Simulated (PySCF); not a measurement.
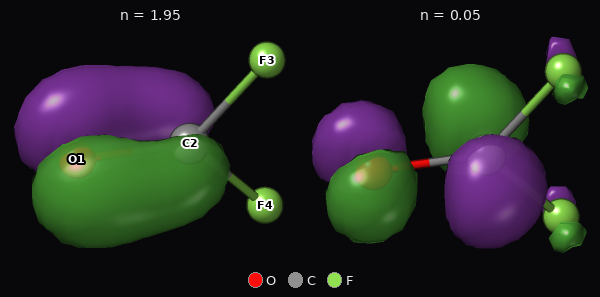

*CF2O, SMILES `O=C(F)F`. Natural orbitals of the π active space, CASSCF(2,2), singlet state, in order of falling occupation.*

PySCF calculation, 6-31+G* basis, gas phase; geometry: GFN2-xTB. No frequency check shows the geometry to be a minimum.

The calculation's input:

```python
import numpy as np
from pyscf import gto, scf, dft, mcscf, mrpt
from pyscf.mcscf import avas

def solve(mol, dm0=None, hcore=None):
    mf = scf.ROHF(mol) if mol.spin else scf.RHF(mol)
    mf = mf.density_fit(auxbasis='def2-universal-jkfit')
    mf.conv_tol, mf.max_cycle = 1e-8, 80
    if hcore is not None:
        mf.get_hcore = lambda *args: hcore
    mf.kernel(dm0)
    if not mf.converged:
        mf = mf.newton().run(mf.mo_coeff, mf.mo_occ, max_cycle=30)
    assert mf.converged, 'SCF not converged'
    return mf

mol = gto.M(atom='''
O      1.31212     0.00043     0.00000
C      0.15328     0.00006     0.00000
F     -0.63389    -1.05528     0.00000
F     -0.63463     1.05485     0.00000
''', basis='6-31+g*', charge=0, spin=0, verbose=4)
mf = solve(mol)
ncas, nel, orbs = avas.avas(mf, ['C 2pz', 'O 2pz'], threshold=0.5, openshell_option=3)
print('active space', nel, ncas)
assert 2 <= ncas <= 10, 'active space too large or empty'
mc = mcscf.CASSCF(mf, ncas, nel)
mc.natorb, mc.max_cycle_macro = True, 60
mc.fix_spin_(ss=mol.spin / 2 * (mol.spin / 2 + 1))
mc.kernel(orbs)
occ = mc.mo_occ[mc.ncore:mc.ncore + ncas]
print('natural occupations', occ.round(4))
e2 = mrpt.NEVPT(mc).kernel()
out = dict(c=mc.mo_coeff[:, mc.ncore:mc.ncore + ncas], occ=occ, e=mc.e_tot, e2=e2, ehf=mf.e_tot, ok=mc.converged, nel=nel, w0=abs(mc.ci).max() ** 2, dm=mc.make_rdm1())
# the other spin state at the same geometry
other = mol.copy().set(spin=2).build()
mo = scf.ROHF(other).density_fit(auxbasis='def2-universal-jkfit').run()
na = (nel + other.spin) // 2
m2 = mcscf.CASSCF(mo, ncas, (na, nel - na))
m2.natorb = True
m2.fix_spin_(ss=other.spin / 2 * (other.spin / 2 + 1))
m2.kernel(mc.mo_coeff)
e2o = mrpt.NEVPT(m2).kernel()
print('other state above this one / eV: CASSCF', (m2.e_tot - mc.e_tot) * 27.211386, 'NEVPT2', (m2.e_tot + e2o - mc.e_tot - e2) * 27.211386)
np.savez('result.npz', eo=m2.e_tot, e2o=e2o, oko=m2.converged, occo=m2.mo_occ[mc.ncore:mc.ncore + ncas], co=m2.mo_coeff[:, mc.ncore:mc.ncore + ncas], **out)
```

Run with:

```sh
OMP_NUM_THREADS=1 python input.py
```

The run took 3.5 s on 1 thread of AMD EPYC 9R45 96-Core Processor (Zen 5), on a shared host, peak memory 0.17 GiB.

How multiconfigurational is the state?

Answer. The leading determinant weighs 0.97; the effective number of unpaired electrons, Σ n²(2−n)², is 0.02; the most occupied of the weakly occupied orbitals holds 0.05 e, as in an ordinary closed-shell π system. The active space lowers the energy by 0.74 eV against Hartree–Fock.

Where does the lowest triplet lie relative to the singlet, at this geometry and within this active space?

Answer. 8.16 eV above it by strongly contracted NEVPT2 (+7.40 eV by CASSCF); a small basis tends to put such gaps a few tenths of an eV too high. This is a vertical energy for π states alone; a state that uses lone pairs or σ orbitals may lie lower.
